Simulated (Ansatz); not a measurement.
# H3PO (SMILES O=[PH3]): HF/STO-3G

What is the vertical singlet–triplet gap of H3PO at HF/STO-3G? 

Program for the calculation: Ansatz 0.2.0.

62 further runs of the same task are left out: 5 that didn't finish, 57 set aside as unsound or not needed.

## Step 1: The structure to begin with

H3PO: 5 atoms, total charge 0, spin state singlet. SMILES: `O=[PH3]`. The shape is that of a GFN2-xTB optimisation.

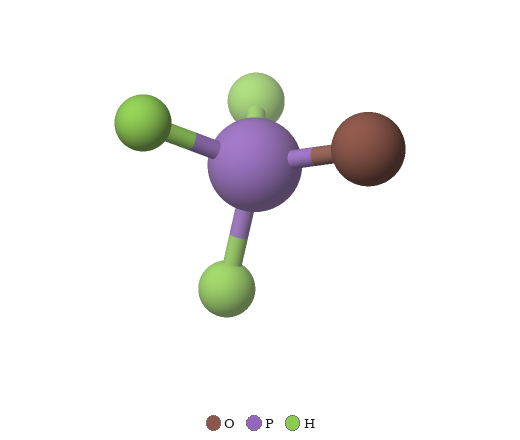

The structure, seen from a chosen angle (oxygen brown, phosphorus purple, hydrogen green).

## Step 2: A single-point energy at HF/STO-3G

Input file input.yaml:

```yaml
crystal:
  periodic: [false, false, false]
  atoms:
    - {symbol: O, position_ang: [-1.381960, -0.328270, 0.532950]}
    - {symbol: P, position_ang: [-0.058510, -0.014650, 0.022530]}
    - {symbol: H, position_ang: [0.807060, 0.564860, 0.939400]}
    - {symbol: H, position_ang: [0.663660, -1.098320, -0.454890]}
    - {symbol: H, position_ang: [-0.030250, 0.876380, -1.039990]}
basis:
  gaussian:
    orbitals: STO-3G
hamiltonian:
  xc: hf
accuracy: high
magnetization:
  spin_polarized: false
```

The run is started by

```bash
$ ansatz run input.yaml --threads 1 --pin off --max-ram 2610MiB --events-out events.jsonl --progress --plain --runs-dir runs
```

The program printed:

```text
Warning: RAYON_NUM_THREADS=1 ignored (pool sized by the plan → 1); use --threads N
Functional definition: HF
  name "HF"
  exchange = exact_x
  correlation = 0
290 factors; integrals over basis functions are off by at most 2.3e-8 eV
mean field evaluation 1: about -11216.2190 eV, gradient 3.1e1 eV
mean field evaluation 2: about -11216.2590 eV, gradient 3.1e1 eV
mean field evaluation 4: about -11220.0706 eV, gradient 2.2e0 eV
mean field evaluation 8: about -11220.1106 eV, gradient 2.2e-2 eV
mean field -11220.11062189 eV, -412.3314600904 hartree, gradient 2.3e-8 eV, S^2 0.000000; 0 other end points of the search recorded, 0 dependent functions left out
reference -11220.11062189 eV, -412.3314600904 hartree; 13, 13 occupied and 4, 4 virtual orbitals, 290 factors
Total energy: -11220.11062189 eV, -412.3314600904 hartree
```

Wall time 0.1 s (1 thread of Arm Neoverse V1, shared host).

## Step 3: The triplet

Input file input.yaml:

```yaml
crystal:
  periodic: [false, false, false]
  atoms:
    - symbol: O
      position_ang: [-1.381960, -0.328270, 0.532950]
    - symbol: P
      position_ang: [-0.058510, -0.014650, 0.022530]
    - symbol: H
      position_ang: [0.807060, 0.564860, 0.939400]
    - symbol: H
      position_ang: [0.663660, -1.098320, -0.454890]
    - symbol: H
      position_ang: [-0.030250, 0.876380, -1.039990]
basis:
  gaussian:
    orbitals: STO-3G
magnetization:
  spin_polarized: true
  initial_magnetization: 2
hamiltonian:
  xc: hf
accuracy: high
```

The run is started by

```bash
$ ansatz run input.yaml --threads 1 --pin off --max-ram 2610MiB --events-out events.jsonl --progress --plain --runs-dir runs
```

The program printed (excerpt; [...] marks lines left out):

```text
Warning: RAYON_NUM_THREADS=1 ignored (pool sized by the plan → 1); use --threads N
[... 2 set-up lines as earlier in the session ...]
[...]
290 factors; integrals over basis functions are off by at most 2.3e-8 eV
[...]
mean field -11212.60396639 eV, -412.0555955888 hartree, gradient 2.2e-8 eV, S^2 2.015476; 5 other end points of the search recorded, 0 dependent functions left out
reference -11212.60396639 eV, -412.0555955888 hartree; 14, 12 occupied and 3, 5 virtual orbitals, 290 factors
Total energy: -11212.60396639 eV, -412.0555955888 hartree
```

It took 0.42 s on 1 thread of Arm Neoverse V1, shared host.

## Step 4: Summary of results

At HF/STO-3G:

| quantity | value |
| --- | --- |
| singlet: total energy | -412.33146 Eh |
| triplet: total energy | -412.05560 Eh |
| triplet: ⟨S²⟩ | 2.015 |
| vertical energy of the triplet above the singlet | 7.507 eV |

In words: At this shape the triplet lies 7.51 eV (173 kcal/mol) above the singlet. In a minimal basis such a difference can be off by several eV, whatever the method.
